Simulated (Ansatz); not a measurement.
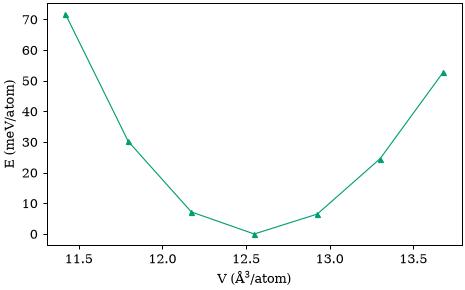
*NbCuN$_{2}$ in space group R-3m (No. 166; Nb on 3b, Cu on 3a, N on 6c) under volume change, DFT-PBE in the program Ansatz with PAW potentials, shape and atoms relaxed at each volume.*

### Question
What does a third-order Birch–Murnaghan fit give for V₀, B₀ and B′?

### Answer
V₀ = 12.55 Å³/atom, B₀ = 193 GPa, B′ = 4.1.

The start of the workflow was typed in or built on a structure type; neither database checked (COD, Materials Project) lists it. Whether it is the stable phase at ambient conditions was not checked. The cell was relaxed with PBE under the symmetry of its start; its stability against distortions is not shown here. The workflow began spin-polarised and lost its moments.

Potentials: the later of the program's two PAW sets.
